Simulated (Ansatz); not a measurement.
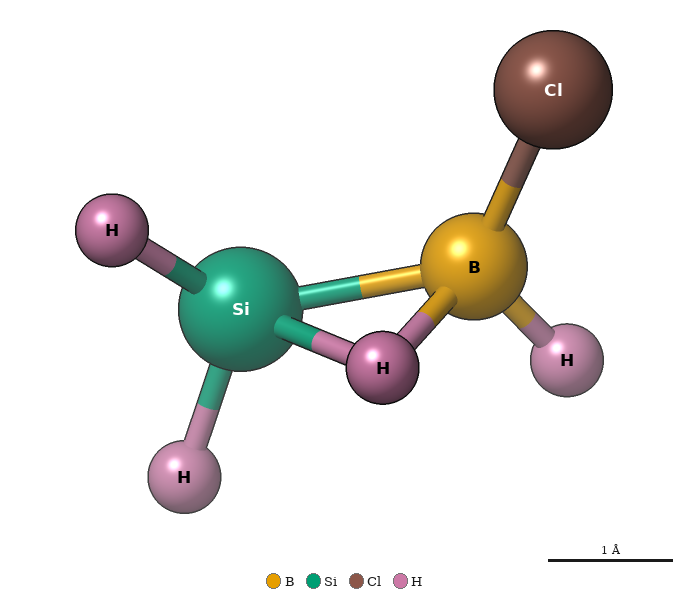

Depth is shown by fading: the farther an atom, the more it takes the colour of the background. The geometry was computed by an optimisation with PBE-D4/def2-SVP. No frequency run is at hand to confirm it as a minimum. Masses are those of the most abundant isotopes; constants are for the rigid equilibrium geometry.

Classify the rotor and give the rotational constants (GHz).

An asymmetric top (C1): A = 31.6, B = 2.79, C = 2.61 GHz. Ray's parameter κ is −0.99, close to the prolate limit.
